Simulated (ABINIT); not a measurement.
# Beyond one shot: CdF2 (Fm-3m), part 3 of 3

How far does self-consistency move the gap of CdF2 (Fm-3m)?

ABINIT 10.8.3; PBE and many-body steps on it, plane waves. Known limits of the many-body steps: not at the basis limit; d shell near the gap, gap tends to lie low; no spin-orbit coupling; coarse k mesh.

So far. Step 11 (QSGW, cycle 3): Against the cycle before, the gap moves by +0.389 eV.

**14. QSGW, cycle 4**

This step: QSGW on PBE, plane waves, norm-conserving pseudopotentials.

Input file run.abi:

```
acell 3*1.0 Angstrom
rprim 
  0.000000000000 2.694000000000 2.694000000000
  2.694000000000 0.000000000000 2.694000000000
  2.694000000000 2.694000000000 -0.000000000000
ntypat 2
znucl 48 9
natom 3
typat 1 2 2
xred 
  0.000000000000 0.000000000000 0.000000000000
  0.250000000000 0.250000000000 0.250000000000
  0.750000000000 0.750000000000 0.750000000000
pp_dirpath "pseudos"
pseudos "Cd.upf, F.upf"
ecut 47
ngkpt 4 4 4
nshiftk 1
shiftk 0 0 0
kptopt 1
chksymbreak 0
istwfk *1
occopt 1
irdwfk 1
optdriver 4
nband 80
gwcalctyp 28
ecutsigx 47
symsigma 0
nkptgw 8
kptgw 
  0.0000000000 0.0000000000 0.0000000000
  0.2500000000 0.0000000000 0.0000000000
  0.5000000000 0.0000000000 0.0000000000
  0.2500000000 0.2500000000 0.0000000000
  0.5000000000 0.2500000000 0.0000000000
  -0.2500000000 0.2500000000 0.0000000000
  0.5000000000 0.5000000000 0.0000000000
  -0.2500000000 0.5000000000 0.2500000000
bdgw 
  7 27
  7 27
  7 27
  7 27
  7 27
  7 27
  7 27
  7 27
ecuteps 5
irdscr 1
ppmodel 1
irdqps 1
rhoqpmix 0.3
indata_prefix "in"
outdata_prefix "out"
tmpdata_prefix "tmp"
```

The run is started by

```console
$ OMP_NUM_THREADS=1 mpirun -n 8 abinit run.abi > log
```

Numbers of over 12 decimals in the logs are rounded to 6 here.

What it wrote:

```text
.Version 10.8.3 of ABINIT. v10.8.2 released Aug 2026.

 Symmetries : space group Fm -3 m (#225); Bravais cF (face-center cubic)
[... echo of the input left out ...]
== DATASET  1 ==================================================================
-   mpi_nproc: 8, omp_nthreads: 1 (-1 if OMP is not activated)

--- !DatasetInfo
iteration_state: {dtset: 1, }
dimensions: {natom: 3, nkpt: 8, mband: 80, nsppol: 1, nspinor: 1, nspden: 1, mpw: 4092, }
cutoff_energies: {ecut:  47.0, pawecutdg:  -1.0, }
[...]
.  kptgw no:  3; Maximum DeltaE = (  -0.094   0.000) for band index: 10
[...]
.  kptgw no:  7; Maximum DeltaE = (  -0.098   0.000) for band index:  9
.  kptgw no:  8; Maximum DeltaE = (  -0.097   0.000) for band index: 10

== END DATASET(S) ==============================================================
================================================================================

 -outvars: echo values of variables after computation  --------
           etotal      0.0000000000E+00
            nband          80
             nkpt           8
          spgroup         225
 [... the other variables as echoed above ...]

 Calculation completed.
```

The job ended after 52 s (8 MPI ranks of AMD EPYC 9R45, shared host; peak memory 3.5 GiB; 6.8 min of CPU time).

This step gave:

```yaml
quasiparticle_gap_on_the_mesh: 6.923 eV
gap_of_the_density_functional_on_the_mesh: 3.124 eV
k_of_the_valence_top: -0.25, 0.5, 0.25
k_of_the_conduction_bottom: 0, 0, 0
least_direct_quasiparticle_gap_on_the_computed_points: 7.659 eV
```

Against the cycle before, the gap moves by +0.199 eV.

**15. Screening, 4×4×4 mesh, 80 bands, screening to 136.1 eV**

This step: RPA screening on PBE, plane waves, norm-conserving pseudopotentials.

Input file run.abi:

```
acell 3*1.0 Angstrom
rprim 
  0.000000000000 2.694000000000 2.694000000000
  2.694000000000 0.000000000000 2.694000000000
  2.694000000000 2.694000000000 -0.000000000000
ntypat 2
znucl 48 9
natom 3
typat 1 2 2
xred 
  0.000000000000 0.000000000000 0.000000000000
  0.250000000000 0.250000000000 0.250000000000
  0.750000000000 0.750000000000 0.750000000000
pp_dirpath "pseudos"
pseudos "Cd.upf, F.upf"
ecut 47
ngkpt 4 4 4
nshiftk 1
shiftk 0 0 0
kptopt 1
chksymbreak 0
istwfk *1
occopt 1
irdwfk 1
optdriver 3
nband 80
ecuteps 5
inclvkb 2
awtr 1
symchi 1
gwcalctyp 28
mbpt_sciss 4.631 eV
nqptdm 1
qptdm 
  0 0 0
indata_prefix "in"
outdata_prefix "out"
tmpdata_prefix "tmp"
```

What it wrote:

```text
.Version 10.8.3 of ABINIT. v10.8.2 released Aug 2026.

 Symmetries : space group Fm -3 m (#225); Bravais cF (face-center cubic)
[... echo of the input left out ...]
== DATASET  1 ==================================================================
-   mpi_nproc: 8, omp_nthreads: 1 (-1 if OMP is not activated)

--- !DatasetInfo
iteration_state: {dtset: 1, }
dimensions: {natom: 3, nkpt: 8, mband: 80, nsppol: 1, nspinor: 1, nspden: 1, mpw: 4092, }
cutoff_energies: {ecut:  47.0, pawecutdg:  -1.0, }
[...]
[... chi0 elements left out ...]
 For q-point:  0.000010 0.000020 0.000030
  dielectric constant =   2.2609
  dielectric constant without local fields =   2.3699

  Average fulfillment of the sum rule on Im[epsilon] for q-point    1 :     56.08  [%]
[... wings left out ...]
== END DATASET(S) ==============================================================
================================================================================

 -outvars: echo values of variables after computation  --------
           etotal      0.0000000000E+00
            nband          80
             nkpt           8
          spgroup         225
 [... the other variables as echoed above ...]

 Calculation completed.
```

It took 3 s on 8 MPI ranks; peak memory 0.2 GiB; 22 s of CPU time.

Numbers from this step:

```yaml
eps_infinity_with_local_fields_on_this_mesh_along_the_program_s_q_direction: 2.261
the_same_without_local_fields: 2.370
plasma_frequency: 34.62 eV
plane_waves_in_the_screening_matrix: 137
```

This screening uses the functional's bands under a rigid shift, the mean opening of the cycle before.

**16. Screening, 4×4×4 mesh, 80 bands, screening to 136.1 eV**

This step: RPA screening on PBE from quasiparticle energies and orbitals, plane waves, norm-conserving pseudopotentials.

Changes to run.abi since step 15:

```diff
@@ -30,7 +30,13 @@
 symchi 1
+irdqps 1
 gwcalctyp 28
-mbpt_sciss 4.631 eV
-nqptdm 1
+nqptdm 7
 qptdm 
-  0 0 0
+  0.2500000000 0.0000000000 0.0000000000
+  0.5000000000 0.0000000000 0.0000000000
+  0.2500000000 0.2500000000 0.0000000000
+  0.5000000000 0.2500000000 0.0000000000
+  -0.2500000000 0.2500000000 0.0000000000
+  0.5000000000 0.5000000000 0.0000000000
+  -0.2500000000 0.5000000000 0.2500000000
 indata_prefix "in"
```

Input file mrgscr.stdin:

```
2
merged
q0_SCR
out_SCR
1
```

The run is started by

```console
$ OMP_NUM_THREADS=1 mpirun -n 8 abinit run.abi > log; mrgscr < mrgscr.stdin
```

What it wrote:

```text
.Version 10.8.3 of ABINIT. v10.8.2 released Aug 2026.

 Symmetries : space group Fm -3 m (#225); Bravais cF (face-center cubic)
[... echo of the input left out ...]
== DATASET  1 ==================================================================
-   mpi_nproc: 8, omp_nthreads: 1 (-1 if OMP is not activated)

--- !DatasetInfo
iteration_state: {dtset: 1, }
dimensions: {natom: 3, nkpt: 8, mband: 80, nsppol: 1, nspinor: 1, nspden: 1, mpw: 4092, }
cutoff_energies: {ecut:  47.0, pawecutdg:  -1.0, }
[...]
q-point number  1        q = ( 0.250000, 0.000000, 0.000000) [r.l.u.]
--------------------------------------------------------------------------------
[... chi0 elements left out ...]
  Average fulfillment of the sum rule on Im[epsilon] for q-point    2 :     74.52  [%]

--------------------------------------------------------------------------------
  q-point number  2        q = ( 0.500000, 0.000000, 0.000000) [r.l.u.]
--------------------------------------------------------------------------------
[... chi0 elements left out ...]
  Average fulfillment of the sum rule on Im[epsilon] for q-point    3 :     66.37  [%]

 [... 5 further q-points ...]
```

The job ended after 6.2 s (8 MPI ranks; peak memory 1.5 GiB; 48 s of CPU time).

This step gave:

* plasma frequency: 34.62 eV
* plane waves in the screening matrix: 137

This screening reads the quasiparticle levels of the cycle before.

**17. QSGW, cycle 5**

This step: QSGW on PBE, plane waves, norm-conserving pseudopotentials.

Changes to run.abi since step 16:

```diff
@@ -24,12 +24,10 @@
 irdwfk 1
-optdriver 3
+optdriver 4
 nband 80
-ecuteps 5
-inclvkb 2
-awtr 1
-symchi 1
-irdqps 1
 gwcalctyp 28
-nqptdm 7
-qptdm 
+ecutsigx 47
+symsigma 0
+nkptgw 8
+kptgw 
+  0.0000000000 0.0000000000 0.0000000000
   0.2500000000 0.0000000000 0.0000000000
@@ -41,2 +39,16 @@
   -0.2500000000 0.5000000000 0.2500000000
+bdgw 
+  7 27
+  7 27
+  7 27
+  7 27
+  7 27
+  7 27
+  7 27
+  7 27
+ecuteps 5
+irdscr 1
+ppmodel 1
+irdqps 1
+rhoqpmix 0.3
 indata_prefix "in"
```

The run is started by

```console
$ OMP_NUM_THREADS=1 mpirun -n 8 abinit run.abi > log
```

What it wrote:

```text
.Version 10.8.3 of ABINIT. v10.8.2 released Aug 2026.

 Symmetries : space group Fm -3 m (#225); Bravais cF (face-center cubic)
[... echo of the input left out ...]
== DATASET  1 ==================================================================
-   mpi_nproc: 8, omp_nthreads: 1 (-1 if OMP is not activated)

--- !DatasetInfo
iteration_state: {dtset: 1, }
dimensions: {natom: 3, nkpt: 8, mband: 80, nsppol: 1, nspinor: 1, nspden: 1, mpw: 4092, }
cutoff_energies: {ecut:  47.0, pawecutdg:  -1.0, }
[...]
.  kptgw no:  3; Maximum DeltaE = (   0.024  -0.001) for band index:  3
[...]
.  kptgw no:  7; Maximum DeltaE = (   0.047  -0.000) for band index:  4
.  kptgw no:  8; Maximum DeltaE = (   0.042  -0.004) for band index:  2

== END DATASET(S) ==============================================================
================================================================================

 -outvars: echo values of variables after computation  --------
           etotal      0.0000000000E+00
            nband          80
             nkpt           8
          spgroup         225
 [... the other variables as echoed above ...]

 Calculation completed.
```

The job ended after 51 s (8 MPI ranks; peak memory 3.5 GiB; 6.8 min of CPU time).

Numbers from this step:

```
quasiparticle gap on the mesh                         : 6.982 eV
gap of the density functional on the mesh             : 3.124 eV
k of the valence top                                  : -0.25, 0.5, 0.25
k of the conduction bottom                            : 0, 0, 0
least direct quasiparticle gap on the computed points : 7.727 eV
```

Against the cycle before, the gap moves by +0.059 eV.

**18. Screening, 4×4×4 mesh, 80 bands, screening to 136.1 eV**

This step: RPA screening on PBE, plane waves, norm-conserving pseudopotentials.

Input file run.abi:

```
acell 3*1.0 Angstrom
rprim 
  0.000000000000 2.694000000000 2.694000000000
  2.694000000000 0.000000000000 2.694000000000
  2.694000000000 2.694000000000 -0.000000000000
ntypat 2
znucl 48 9
natom 3
typat 1 2 2
xred 
  0.000000000000 0.000000000000 0.000000000000
  0.250000000000 0.250000000000 0.250000000000
  0.750000000000 0.750000000000 0.750000000000
pp_dirpath "pseudos"
pseudos "Cd.upf, F.upf"
ecut 47
ngkpt 4 4 4
nshiftk 1
shiftk 0 0 0
kptopt 1
chksymbreak 0
istwfk *1
occopt 1
irdwfk 1
optdriver 3
nband 80
ecuteps 5
inclvkb 2
awtr 1
symchi 1
gwcalctyp 28
mbpt_sciss 4.685 eV
nqptdm 1
qptdm 
  0 0 0
indata_prefix "in"
outdata_prefix "out"
tmpdata_prefix "tmp"
```

What it wrote:

```text
.Version 10.8.3 of ABINIT. v10.8.2 released Aug 2026.

 Symmetries : space group Fm -3 m (#225); Bravais cF (face-center cubic)
[... echo of the input left out ...]
== DATASET  1 ==================================================================
-   mpi_nproc: 8, omp_nthreads: 1 (-1 if OMP is not activated)

--- !DatasetInfo
iteration_state: {dtset: 1, }
dimensions: {natom: 3, nkpt: 8, mband: 80, nsppol: 1, nspinor: 1, nspden: 1, mpw: 4092, }
cutoff_energies: {ecut:  47.0, pawecutdg:  -1.0, }
[...]
[... chi0 elements left out ...]
 For q-point:  0.000010 0.000020 0.000030
  dielectric constant =   2.2571
  dielectric constant without local fields =   2.3658

  Average fulfillment of the sum rule on Im[epsilon] for q-point    1 :     56.14  [%]
[... wings left out ...]
== END DATASET(S) ==============================================================
================================================================================

 -outvars: echo values of variables after computation  --------
           etotal      0.0000000000E+00
            nband          80
             nkpt           8
          spgroup         225
 [... the other variables as echoed above ...]

 Calculation completed.
```

Run time: 2.8 s. Hardware: 8 MPI ranks; peak memory 0.2 GiB.

Numbers from this step:

| Item | Value |
| --- | --- |
| ε∞ with local fields, on this mesh, along the program's q direction | 2.257 |
| the same without local fields | 2.366 |
| plasma frequency | 34.62 eV |
| plane waves in the screening matrix | 137 |

This screening uses the functional's bands under a rigid shift, the mean opening of the cycle before.

**19. Screening, 4×4×4 mesh, 80 bands, screening to 136.1 eV**

This step: RPA screening on PBE from quasiparticle energies and orbitals, plane waves, norm-conserving pseudopotentials.

Changes to run.abi since step 18:

```diff
@@ -30,7 +30,13 @@
 symchi 1
+irdqps 1
 gwcalctyp 28
-mbpt_sciss 4.685 eV
-nqptdm 1
+nqptdm 7
 qptdm 
-  0 0 0
+  0.2500000000 0.0000000000 0.0000000000
+  0.5000000000 0.0000000000 0.0000000000
+  0.2500000000 0.2500000000 0.0000000000
+  0.5000000000 0.2500000000 0.0000000000
+  -0.2500000000 0.2500000000 0.0000000000
+  0.5000000000 0.5000000000 0.0000000000
+  -0.2500000000 0.5000000000 0.2500000000
 indata_prefix "in"
```

mrgscr.stdin is that of step 16.

The run is started by

```console
$ OMP_NUM_THREADS=1 mpirun -n 8 abinit run.abi > log; mrgscr < mrgscr.stdin
```

What it wrote:

```text
.Version 10.8.3 of ABINIT. v10.8.2 released Aug 2026.

 Symmetries : space group Fm -3 m (#225); Bravais cF (face-center cubic)
[... echo of the input left out ...]
== DATASET  1 ==================================================================
-   mpi_nproc: 8, omp_nthreads: 1 (-1 if OMP is not activated)

--- !DatasetInfo
iteration_state: {dtset: 1, }
dimensions: {natom: 3, nkpt: 8, mband: 80, nsppol: 1, nspinor: 1, nspden: 1, mpw: 4092, }
cutoff_energies: {ecut:  47.0, pawecutdg:  -1.0, }
[...]
q-point number  1        q = ( 0.250000, 0.000000, 0.000000) [r.l.u.]
--------------------------------------------------------------------------------
[... chi0 elements left out ...]
  Average fulfillment of the sum rule on Im[epsilon] for q-point    2 :     74.58  [%]

--------------------------------------------------------------------------------
  q-point number  2        q = ( 0.500000, 0.000000, 0.000000) [r.l.u.]
--------------------------------------------------------------------------------
[... chi0 elements left out ...]
  Average fulfillment of the sum rule on Im[epsilon] for q-point    3 :     66.41  [%]

 [... 5 further q-points ...]
```

Run time: 5.8 s. Hardware: 8 MPI ranks; peak memory 1.5 GiB; 45 s of CPU time.

This step gave:

- plasma frequency: 34.62 eV
- plane waves in the screening matrix: 137

This screening reads the quasiparticle levels of the cycle before.

**20. QSGW, cycle 6**

This step: QSGW on PBE, plane waves, norm-conserving pseudopotentials.

Changes to run.abi since step 19:

```diff
@@ -24,12 +24,10 @@
 irdwfk 1
-optdriver 3
+optdriver 4
 nband 80
-ecuteps 5
-inclvkb 2
-awtr 1
-symchi 1
-irdqps 1
 gwcalctyp 28
-nqptdm 7
-qptdm 
+ecutsigx 47
+symsigma 0
+nkptgw 8
+kptgw 
+  0.0000000000 0.0000000000 0.0000000000
   0.2500000000 0.0000000000 0.0000000000
@@ -41,2 +39,16 @@
   -0.2500000000 0.5000000000 0.2500000000
+bdgw 
+  7 27
+  7 27
+  7 27
+  7 27
+  7 27
+  7 27
+  7 27
+  7 27
+ecuteps 5
+irdscr 1
+ppmodel 1
+irdqps 1
+rhoqpmix 0.3
 indata_prefix "in"
```

The run is started by

```console
$ OMP_NUM_THREADS=1 mpirun -n 8 abinit run.abi > log
```

What it wrote:

```text
.Version 10.8.3 of ABINIT. v10.8.2 released Aug 2026.

 Symmetries : space group Fm -3 m (#225); Bravais cF (face-center cubic)
[... echo of the input left out ...]
== DATASET  1 ==================================================================
-   mpi_nproc: 8, omp_nthreads: 1 (-1 if OMP is not activated)

--- !DatasetInfo
iteration_state: {dtset: 1, }
dimensions: {natom: 3, nkpt: 8, mband: 80, nsppol: 1, nspinor: 1, nspden: 1, mpw: 4092, }
cutoff_energies: {ecut:  47.0, pawecutdg:  -1.0, }
[...]
.  kptgw no:  3; Maximum DeltaE = (   0.009  -0.000) for band index:  3
[...]
.  kptgw no:  7; Maximum DeltaE = (   0.019  -0.000) for band index:  4
.  kptgw no:  8; Maximum DeltaE = (   0.015  -0.002) for band index:  2

== END DATASET(S) ==============================================================
================================================================================

 -outvars: echo values of variables after computation  --------
           etotal      0.0000000000E+00
            nband          80
             nkpt           8
          spgroup         225
 [... the other variables as echoed above ...]

 Calculation completed.
```

It took 48 s on 8 MPI ranks; peak memory 3.3 GiB.

This step gave:

* quasiparticle gap on the mesh: 6.972 eV
* gap of the density functional on the mesh: 3.124 eV
* k of the valence top: -0.25, 0.5, 0.25
* k of the conduction bottom: 0, 0, 0
* least direct quasiparticle gap on the computed points: 7.731 eV

Against the cycle before, the gap moves by −0.010 eV.

**21. The runs together**

Times are wall times on 8 MPI ranks of AMD EPYC 9R45, shared host, good to a factor of about two. A run's time includes the screening step that it read.

```csv
run,mesh,bands,screening cutoff (eV),DFT gap (eV),gap on the mesh (eV),direct (eV),ε∞ used,time
G0W0,4×4×4,80,136.1,3.124,5.312,6.069,2.76,10 s
"QSGW, cycle 1",4×4×4,80,136.1,3.124,5.679,6.485,2.76,58 s
"QSGW, cycle 2",4×4×4,80,136.1,3.124,6.335,7.128,2.35,62 s
"QSGW, cycle 3",4×4×4,80,136.1,3.124,6.724,7.467,2.30,61 s
"QSGW, cycle 4",4×4×4,80,136.1,3.124,6.923,7.659,2.27,61 s
"QSGW, cycle 5",4×4×4,80,136.1,3.124,6.982,7.727,2.26,60 s
"QSGW, cycle 6",4×4×4,80,136.1,3.124,6.972,7.731,2.26,56 s
```

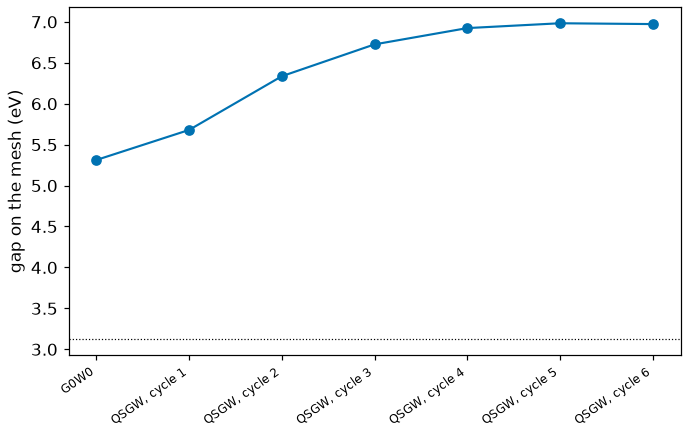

The gap through the cycles; the dotted line is the starting gap.

**22. Results**

```json
{
  "G0W0": "5.312 eV",
  "QSGW, cycle 1": "5.679 eV",
  "QSGW, cycle 2": "6.335 eV",
  "QSGW, cycle 3": "6.724 eV",
  "QSGW, cycle 4": "6.923 eV",
  "QSGW, cycle 5": "6.982 eV",
  "QSGW, cycle 6": "6.972 eV",
  "known limits": "not at the basis limit; d shell near the gap, gap tends to lie low; no spin-orbit coupling; coarse k mesh"
}
```

**Reading.** Only the bands that the input lists are updated; the others, empty or deep, keep the functional's energies or take a rigid shift. QSGW ends at 6.97 eV, +1.66 eV from G0W0, after 6 cycles that took 5.9 min beside the first screening; the last moved the gap by 0.010 eV. Bands and cutoff are finite, so the gap is not at the basis limit. The miss can reach some tenths of an eV and take either sign; the mesh is an error of its own. The 4×4×4 mesh is coarse for this cell, which bears on the long-range parts of exchange and screening. In the updated screening the q = 0 part is built from Kohn-Sham bands under a rigid shift, the other q from the quasiparticle levels. A d shell, filled or nearly so, lies near the gap. One-shot GW converges very slowly in bands there, not always from below, and on a semilocal start the gap tends to come out low; starts rich in exact exchange can overshoot instead. The many-body steps are scalar-relativistic: spin-orbit coupling is not in them.

[Paths, hosts, dates, memory and timing lines, banners, echoed tables and standing remarks are left out of the program output.]

[Logs are printed without paths, hosts, clocks, repeated set-up lines and the standing remarks that a program may print on its own settings, such as how far it seeks lower states.]

[Runs of the session that timed out or met a known fault of the program may be left out.]

[No measured gap is set beside runs whose start may be inverted or whose files or cutoffs have a known fault.]

[Loops that did not settle are left out.]

[Hosts, paths, dates, database ids (printed as entryN), source tags and the programs' standing remarks are cut or masked in the printed files.]

[G0W0 gaps are taken among the corrected bands and points alone; a level outside them can change the order at an edge.]

[Where Ansatz stands beside ABINIT at settings called matched, ABINIT's density can come from a denser mesh and the files from another edition; pairs whose starting gaps differed by over 0.03 eV were left out, so agreement reads better than it is.]
